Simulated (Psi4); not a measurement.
# BF3 (boron trifluoride) at PBE0/aug-cc-pVDZ

What is the vertical electron affinity of BF3 (boron trifluoride) at PBE0/aug-cc-pVDZ? 

The results are computed with Psi4 1.11.

1 further run of the same task is left out (it didn't finish).

### 1 The structure to begin with

The species is BF3 (4 atoms), meant as a singlet with charge 0. As SMILES, `FB(F)F`. The coordinates come from a PBE0-D4/def2-TZVP relaxation.

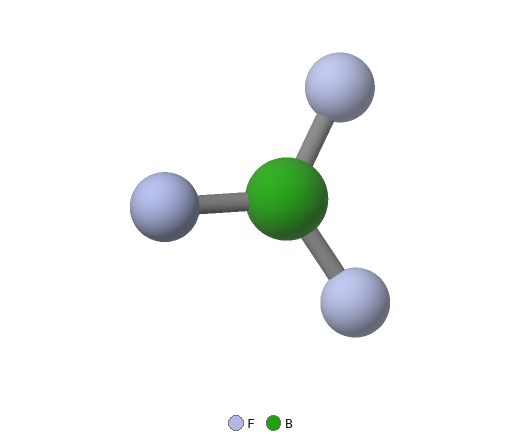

The structure, seen from a chosen angle (fluorine light blue, boron green).

### 2 Energy and forces at PBE0/aug-cc-pVDZ

File calc.inp:

```
memory 2200 MB

molecule geom {
  0 1
  F
  B 1 1.311142
  F 2 1.31115 1 120.00173
  F 2 1.311149 1 120.00116 3 179.99649
  symmetry c1
}

set reference rks
set puream true
set e_convergence 1e-09
set d_convergence 1e-08
set scf_type pk
set dft_radial_points 99
set dft_spherical_points 590

result, w = gradient("pbe0/aug-cc-pVDZ", return_wfn=True)
oeprop(w, "MULLIKEN_CHARGES", "LOWDIN_CHARGES", "WIBERG_LOWDIN_INDICES", title="PBE0")
```

Command:

```console
$ psi4 -i calc.inp -o calc.out -n 1
```

calc.out (excerpt; [...] marks lines left out):

```text
[...]
  Running in c1 symmetry.
[...]
  Nuclear repulsion =  111.109151371812246
[...]
  Multiplicity = 1
[...]
  Nalpha       = 16
  Nbeta        = 16
[...]
    Number of basis functions: 92
[...]
   @RKS iter   1:  -324.17785401966671   -4.89894e-01   6.11124e-03 DIIS/ADIIS
[...]
   @RKS iter   9:  -324.27428963223593   -4.54747e-12   6.16839e-10 DIIS
[...]
    Orbital Energies [Eh]
    ---------------------
    Doubly Occupied:
       1A    -24.834901     2A    -24.834862     3A    -24.834858
       4A     -6.967843     5A     -1.320569     6A     -1.281057
       7A     -1.281048     8A     -0.641063     9A     -0.602083
      10A     -0.602079    11A     -0.559401    12A     -0.492557
      13A     -0.492555    14A     -0.483218    15A     -0.483212
      16A     -0.451660
[...]
  @RKS Final Energy:  -324.27428963223593
   => Energetics <=
    Nuclear Repulsion Energy =            111.1091513718122457
    One-Electron Energy =                -671.4290681497917603
    Two-Electron Energy =                 262.7292693767940364
    DFT Exchange-Correlation Energy =     -26.6836422310504311
    Empirical Dispersion Energy =           0.0000000000000000
    VV10 Nonlocal Energy =                  0.0000000000000000
    Total Energy =                       -324.2742896322359343
[...]
 Multipole Moments:
 ------------------------------------------------------------------------------------
     Multipole            Electronic (a.u.)      Nuclear  (a.u.)        Total (a.u.)
 ------------------------------------------------------------------------------------
 L = 1.  Multiply by 2.5417464519 to convert [e a0] to [Debye]
 Dipole X            :         -0.0000484            0.0000079           -0.0000405
 Dipole Y            :         -0.0000044            0.0000006           -0.0000037
 Dipole Z            :         -0.0000641            0.0000074           -0.0000567
 Magnitude           :                                                    0.0000698
[...]
  -Total Gradient:
     Atom            X                  Y                   Z
    ------   -----------------  -----------------  -----------------
       1        0.000002633167    -0.000000547667     0.013030420551
       2       -0.000007211464    -0.000000041770    -0.000011220444
       3        0.000002635682     0.011276864769    -0.006526559136
       4        0.000001949263    -0.011287358014    -0.006491897036
[...]
  Mulliken Charges: (a.u.)
   Center  Symbol    Alpha    Beta     Spin     Total
       1     F     4.67315  4.67315  0.00000 -0.34629
       2     B     1.98055  1.98055  0.00000  1.03890
       3     F     4.67315  4.67315  0.00000 -0.34630
       4     F     4.67315  4.67315  0.00000 -0.34630
   Total alpha = 16.00000, Total beta = 16.00000, Total charge = -0.00000
  Lowdin Charges: (a.u.)
   Center  Symbol    Alpha    Beta     Spin     Total
       1     F     4.45330  4.45330  0.00000  0.09340
       2     B     2.64009  2.64009  0.00000 -0.28018
[...]
```

It took 36 s on 1 thread of Intel Xeon at 2.50GHz (Skylake/Cascade Lake), shared host; peak memory 0.93 GiB.

### 3 The doublet anion

File input.in:

```
memory 2200 mb

molecule {
  -1 2
  F
  B 1 1.311142
  F 2 1.31115 1 120.00173
  F 2 1.311149 1 120.00116 3 179.99649
  symmetry c1
}

set basis aug-cc-pVDZ
set reference uks
set puream true
set e_convergence 1e-09
set d_convergence 1e-08
set scf_type pk
set dft_radial_points 99
set dft_spherical_points 590
set maxiter 100

gradient("pbe0")
```

Command:

```console
$ psi4 -n 1 input.in input.out
```

input.out (excerpt; [...] marks lines left out):

```text
[...]
  Running in c1 symmetry.
[...]
  Nuclear repulsion =  111.109151371812246
[...]
  Multiplicity = 2
[...]
  Nalpha       = 17
  Nbeta        = 16
[...]
    Number of basis functions: 92
[...]
   @UKS iter   1:  -323.97579014133447   -2.87830e-01   7.54155e-03 DIIS/ADIIS
[...]
   @UKS iter  11:  -324.23719773978553   -7.55449e-11   8.13831e-09 DIIS
[...]
   @S^2 Observed:                7.500185109E-01
[...]
  @UKS Final Energy:  -324.23719773978553
   => Energetics <=
    Nuclear Repulsion Energy =            111.1091513718122457
    One-Electron Energy =                -675.9404231423679903
    Two-Electron Energy =                 267.3511261219581456
    DFT Exchange-Correlation Energy =     -26.7570520911879299
    Empirical Dispersion Energy =           0.0000000000000000
    VV10 Nonlocal Energy =                  0.0000000000000000
    Total Energy =                       -324.2371977397855289
[...]
 Multipole Moments:
 ------------------------------------------------------------------------------------
     Multipole            Electronic (a.u.)      Nuclear  (a.u.)        Total (a.u.)
 ------------------------------------------------------------------------------------
 L = 1.  Multiply by 2.5417464519 to convert [e a0] to [Debye]
 Dipole X            :          0.0010426            0.0000079            0.0010505
 Dipole Y            :         -0.0000019            0.0000006           -0.0000013
 Dipole Z            :         -0.0000145            0.0000074           -0.0000072
 Magnitude           :                                                    0.0010506
[...]
  -Total Gradient:
     Atom            X                  Y                   Z
    ------   -----------------  -----------------  -----------------
       1       -0.000000774321    -0.000000609943     0.017807383705
       2        0.000003265496    -0.000000102777    -0.000010766610
       3       -0.000000771958     0.015413874456    -0.008915163955
       4       -0.000001711909    -0.015424217395    -0.008880795891
[...]
```

Run time: 50 s. Hardware: 1 thread of Intel Xeon at 2.50GHz (Skylake/Cascade Lake), shared host; peak memory 0.94 GiB.

### 4 Summary of results

Level: PBE0/aug-cc-pVDZ.

| quantity | value |
| --- | --- |
| singlet BF3: total energy | -324.27429 Eh |
| singlet BF3: dipole moment | 0.00 D |
| singlet BF3: HOMO energy | -12.29 eV |
| singlet BF3: LUMO energy | -0.16 eV |
| singlet BF3: HOMO–LUMO gap | 12.13 eV |
| singlet BF3: largest force on an atom | 0.670 eV/Å |
| doublet anion: total energy | -324.23720 Eh |
| doublet anion: HOMO energy (highest over α and β) | 1.93 eV |
| doublet anion: LUMO energy (lowest over α and β) | 2.57 eV |
| doublet anion: ⟨S²⟩ | 0.750 |
| doublet anion: largest force on an atom | 0.916 eV/Å |
| vertical electron affinity (to the doublet anion) | -1.009 eV |

The anion lies 1.01 eV (97 kJ/mol) above the neutral: the electron isn't bound at this level, and such a value depends on the basis. The largest force (singlet BF3) is 0.67 eV/Å: the shape isn't a stationary point for this species at this level. The HOMO (doublet anion) lies at positive energy, 1.93 eV; only total energies tell whether the electron is bound.
